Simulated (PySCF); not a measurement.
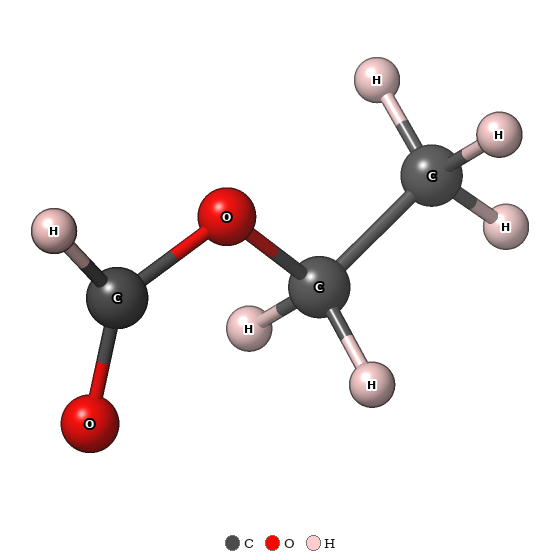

Structure of C₃H₆O₂, SMILES CCOC=O.

Vertical TDDFT excitations, PBE0/6-31+G(d) with PySCF 2.14.0, at a PBE0-D3(BJ)/def2-SVP geometry (no frequency check), gas phase.

### What does its absorption spectrum look like?

The lowest singlet lies at 5.94 eV (209 nm, f = 0.002); the brightest of the first 10 is S3 at 8.04 eV (154 nm), f = 0.122, mainly HOMO−1 → LUMO (73 %). No singlet lies below 3.1 eV (beyond 400 nm), so at this level no vertical transition falls in the visible.


```csv
state,E (eV),λ (nm),f,main character
S1,5.94,209,0.002,HOMO → LUMO (97 %)
S2,7.76,160,0.004,HOMO → LUMO+1 (64 %)
S3,8.04,154,0.122,HOMO−1 → LUMO (73 %)
S4,8.14,152,0.059,HOMO → LUMO+2 (84 %)
S5,8.27,150,0.007,HOMO−1 → LUMO+1 (93 %)
S6,8.45,147,0.010,HOMO → LUMO+3 (80 %)
S7,8.53,145,0.000,HOMO−2 → LUMO (90 %)
S8,8.62,144,0.004,HOMO → LUMO+4 (92 %)
S9,8.76,141,0.008,HOMO−1 → LUMO+2 (92 %)
S10,8.92,139,0.036,HOMO → LUMO+5 (82 %)
```

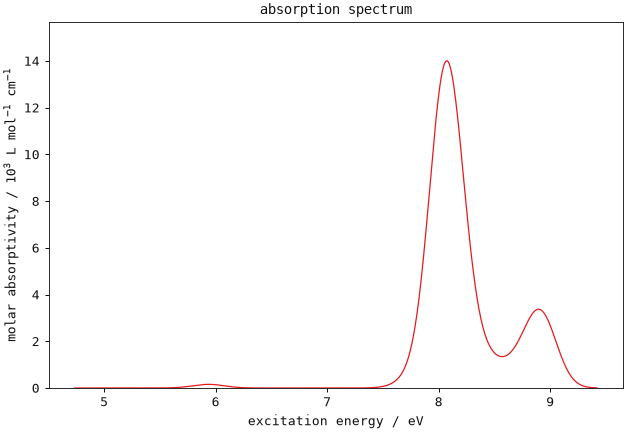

Only the first 10 singlet excitations are included; each is broadened by a Gaussian of 1/e half-width 0.20 eV.

Note: states above the negative HOMO energy depend on the basis; one conformer of a flexible molecule; core orbitals are frozen in the response.
